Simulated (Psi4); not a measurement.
# Property calculation, with input and output: BSiN2H5 (part 2 of 2)

BSiN2H5; B3LYP/cc-pVQZ-DK, RKS, sfX2C (Psi4 1.11). The geometry comes from this level: PBE0-D4/def2-TZVP.

Geometry of the input (Å):
```
N  -0.6378  1.5881  0.2182
Si 0.2589  0.1755  0.5305
B  -0.2339  -1.6258  0.1102
N  0.6505  -0.9716  -0.7384
H  -0.2213  2.5033  0.2129
H  -1.5618  1.5773  -0.1773
H  1.4412  0.6209  1.3052
H  -0.7413  -2.7024  0.1144
H  1.1340  -1.2116  -1.5929
```

## The program's output, continued
```
     197A      3.526915   198A      3.542777   199A      3.577791
     200A      3.599543   201A      3.604191   202A      3.646938
     203A      3.675089   204A      3.688228   205A      3.721023
     206A      3.731569   207A      3.760439   208A      3.792122
     209A      3.812941   210A      3.844678   211A      3.893735
     212A      3.914792   213A      3.940628   214A      3.983956
     215A      4.008563   216A      4.021657   217A      4.053614
     218A      4.069761   219A      4.100173   220A      4.140312
     221A      4.181800   222A      4.240125   223A      4.319677
     224A      4.365159   225A      4.384434   226A      4.444461
     227A      4.563993   228A      4.575709   229A      4.688093
     230A      4.763367   231A      4.775971   232A      4.946203
     233A      5.060683   234A      5.103791   235A      5.170505
     236A      5.179011   237A      5.373323   238A      5.579620
     239A      5.797579   240A      5.826714   241A      5.852609
     242A      5.857846   243A      5.878657   244A      5.906007
     245A      5.926406   246A      5.928006   247A      6.030922
     248A      6.047454   249A      6.065776   250A      6.130332
     251A      6.190417   252A      6.218336   253A      6.276099
     254A      6.410015   255A      6.462397   256A      6.519870
     257A      6.550819   258A      6.575473   259A      6.633989
     260A      6.660547   261A      6.726620   262A      6.809330
     263A      6.929256   264A      6.941769   265A      6.974209
     266A      7.028553   267A      7.062011   268A      7.096271
     269A      7.112501   270A      7.148359   271A      7.174931
     272A      7.201099   273A      7.257795   274A      7.305395
     275A      7.326468   276A      7.351739   277A      7.393348
     278A      7.435091   279A      7.442802   280A      7.491996
     281A      7.524159   282A      7.553037   283A      7.577770
     284A      7.622960   285A      7.630131   286A      7.659168
     287A      7.686024   288A      7.757267   289A      7.786115
     290A      7.816466   291A      7.835344   292A      7.861294
     293A      7.867883   294A      7.885856   295A      7.919849
     296A      7.942083   297A      7.966277   298A      7.978638
     299A      8.000526   300A      8.012863   301A      8.024890
     302A      8.042536   303A      8.099372   304A      8.112312
     305A      8.129007   306A      8.172596   307A      8.175503
     308A      8.200718   309A      8.219461   310A      8.224215
     311A      8.271012   312A      8.287108   313A      8.389991
     314A      8.436596   315A      8.460674   316A      8.512001
     317A      8.542151   318A      8.562877   319A      8.594002
     320A      8.617366   321A      8.654267   322A      8.682022
     323A      8.702500   324A      8.709213   325A      8.722651
     326A      8.739463   327A      8.801870   328A      8.827685
     329A      8.840541   330A      8.913673   331A      8.962818
     332A      8.968498   333A      9.021129   334A      9.035262
     335A      9.114553   336A      9.132183   337A      9.169335
     338A      9.187182   339A      9.221325   340A      9.260344
     341A      9.271821   342A      9.329715   343A      9.450123
     344A      9.495485   345A      9.542442   346A      9.641689
     347A      9.674762   348A      9.696719   349A      9.803089
     350A      9.926468   351A      9.939259   352A     10.033982
     353A     10.153330   354A     10.162076   355A     10.331545
     356A     10.374467   357A     11.006999   358A     11.448052
     359A     11.557325   360A     11.573857   361A     11.637149
     362A     11.724263   363A     11.743031   364A     11.929579
     365A     12.020558   366A     12.102020   367A     12.245147
     368A     12.650597   369A     13.551485   370A     13.831985
     371A     14.190904   372A     16.953615   373A     32.389750
     374A     33.078854

    Final Occupation by Irrep:
              A
    DOCC [    19 ]
    NA   [    19 ]
    NB   [    19 ]

  @DF-RKS Final Energy:  -427.66969276751996

   => Energetics <=

    Nuclear Repulsion Energy =            149.9626744715969835
    One-Electron Energy =                -885.3365583989907464
    Two-Electron Energy =                 340.7113881228901846
    DFT Exchange-Correlation Energy =     -33.0071969630163693
    Empirical Dispersion Energy =           0.0000000000000000
    VV10 Nonlocal Energy =                  0.0000000000000000
    Total Energy =                       -427.6696927675199618

Computation Completed

Properties will be evaluated at   0.000000,   0.000000,   0.000000 [a0]

Properties computed using the SCF density matrix

 Multipole Moments:

 ------------------------------------------------------------------------------------
     Multipole            Electronic (a.u.)      Nuclear  (a.u.)        Total (a.u.)
 ------------------------------------------------------------------------------------

 L = 1.  Multiply by 2.5417464519 to convert [e a0] to [Debye]
 Dipole X            :          0.0240448            0.0213621            0.0454069
 Dipole Y            :         -1.9458742            2.4761916            0.5303173
 Dipole Z            :          0.1269115           -0.6704448           -0.5435333
 Magnitude           :                                                    0.7607409

 ------------------------------------------------------------------------------------

	total time  =         52 seconds =       0.87 minutes

Properties will be evaluated at   0.000000,   0.000000,   0.000000 [a0]
OEProp: No title given, name of density matrix used for the following properties is 'SCF density'

 Multipole Moments:

 ------------------------------------------------------------------------------------
     Multipole            Electronic (a.u.)      Nuclear  (a.u.)        Total (a.u.)
 ------------------------------------------------------------------------------------

 L = 1.  Multiply by 2.5417464519 to convert [e a0] to [Debye]
 Dipole X            :          0.0240448            0.0213621            0.0454069
 Dipole Y            :         -1.9458742            2.4761916            0.5303173
 Dipole Z            :          0.1269115           -0.6704448           -0.5435333
 Magnitude           :                                                    0.7607409

 L = 2.  Multiply by 1.3450342976 to convert [e a0^2] to [Debye ang]
 Quadrupole XX       :        -70.3144341           47.2990398          -23.0153943
 Quadrupole XY       :         35.8143810          -37.2494542           -1.4350732
 Quadrupole XZ       :          9.2083153           -9.3191920           -0.1108767
 Quadrupole YY       :       -221.8745209          199.4700979          -22.4044231
 Quadrupole YZ       :        -37.4231627           37.8191149            0.3959522
 Quadrupole ZZ       :        -66.7109373           42.9268269          -23.7841104
 Traceless XX        :         49.3188634          -49.2662817            0.0525816
 Traceless YY        :       -102.2412235          102.9047764            0.6635528
 Traceless ZZ        :         52.9223601          -53.6384946           -0.7161345

 ------------------------------------------------------------------------------------
  Mulliken Charges: (a.u.)
   Center  Symbol    Alpha    Beta     Spin     Total
       1     N     3.76447  3.76447  0.00000 -0.52895
       2    SI     6.71030  6.71030  0.00000  0.57940
       3     B     2.40838  2.40838  0.00000  0.18324
       4     N     3.74486  3.74486  0.00000 -0.48973
       5     H     0.42387  0.42387  0.00000  0.15226
       6     H     0.42239  0.42239  0.00000  0.15522
       7     H     0.53987  0.53987  0.00000 -0.07974
       8     H     0.54729  0.54729  0.00000 -0.09457
       9     H     0.43857  0.43857  0.00000  0.12286

   Total alpha = 19.00000, Total beta = 19.00000, Total charge =  0.00000

  Lowdin Charges: (a.u.)
   Center  Symbol    Alpha    Beta     Spin     Total
       1     N     3.14256  3.14256  0.00000  0.71488
       2    SI     7.05339  7.05339  0.00000 -0.10677
       3     B     2.74184  2.74184  0.00000 -0.48368
       4     N     3.10933  3.10933  0.00000  0.78135
       5     H     0.62247  0.62247  0.00000 -0.24494
       6     H     0.62103  0.62103  0.00000 -0.24205
       7     H     0.55024  0.55024  0.00000 -0.10049
       8     H     0.54459  0.54459  0.00000 -0.08918
       9     H     0.61456  0.61456  0.00000 -0.22912

  Total alpha = 19.00000, Total beta = 19.00000, Total charge =  0.00000

  Variable Map:
  ----------------------------------------------------------------------------
  "CURRENT ENERGY"              =>    -427.669692767520
  "CURRENT REFERENCE ENERGY"    =>    -427.669692767520
  "DD SOLVATION ENERGY"         =>       0.000000000000
  "DFT FUNCTIONAL TOTAL ENERGY" =>    -427.669692767520
  "DFT TOTAL ENERGY"            =>    -427.669692767520
  "DFT VV10 ENERGY"             =>       0.000000000000
  "DFT XC ENERGY"               =>     -33.007196963016
  "GRID ELECTRONS ALPHA"        =>      19.000000314462
  "GRID ELECTRONS BETA"         =>      19.000000314462
  "GRID ELECTRONS TOTAL"        =>      38.000000628924
  "NUCLEAR REPULSION ENERGY"    =>     149.962674471597
  "ONE-ELECTRON ENERGY"         =>    -885.336558398991
  "PCM POLARIZATION ENERGY"     =>       0.000000000000
  "PE ENERGY"                   =>       0.000000000000
  "SCF ITERATION ENERGY"        =>    -427.669692767520
  "SCF ITERATIONS"              =>       9.000000000000
  "SCF TOTAL ENERGY"            =>    -427.669692767520
  "TWO-ELECTRON ENERGY"         =>     340.711388122890
  "XC GRID RADIAL POINTS"       =>      99.000000000000
  "XC GRID SPHERICAL POINTS"    =>     590.000000000000
  "XC GRID TOTAL POINTS"        =>  501548.000000000000

  Array Variable Map:
  ----------------------------------------------------------------------------
  "CURRENT DIPOLE"              =>       0.045406925751 ... -0.543533263649 1 by 3
  "DIPOLE"                      =>       0.045406925751 ... -0.543533263649 1 by 3
  "QUADRUPOLE"                  =>     -23.015394282846 ... -23.784110429999 1 by 6
  "SCF DIPOLE"                  =>       0.045406925751 ... -0.543533263649 1 by 3
  "SCF TOTAL ENERGIES"          =>    -427.084286066179 ... -427.669692767520 1 by 10

    Psi4 run time: 0:00:52.79
```

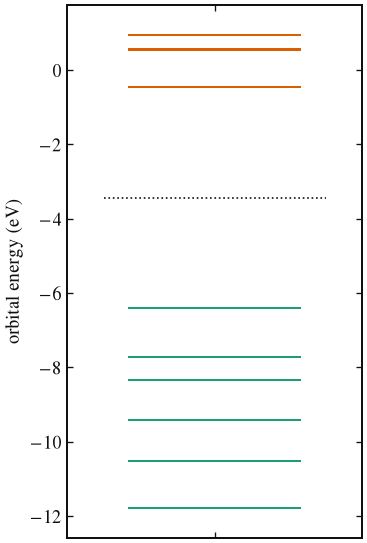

Fig. 1: Orbital energies near the frontier; the dotted line parts filled from empty levels, and levels within 0.02 eV of each other stand side by side. Highest filled −6.41 eV, lowest empty −0.45 eV, 5.96 eV apart.

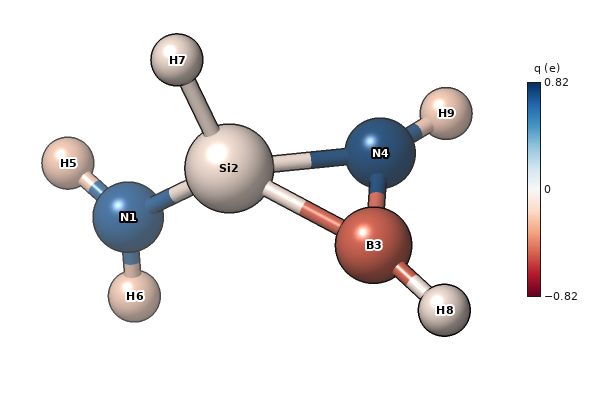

Fig. 2: Löwdin charges, as the colour of each atom (ball-and-stick view, seen at a tilt; atoms are numbered from 1 in the order of the input). By element: N +0.71 to +0.78, Si −0.11, B −0.48 and H −0.24 to −0.09 e.
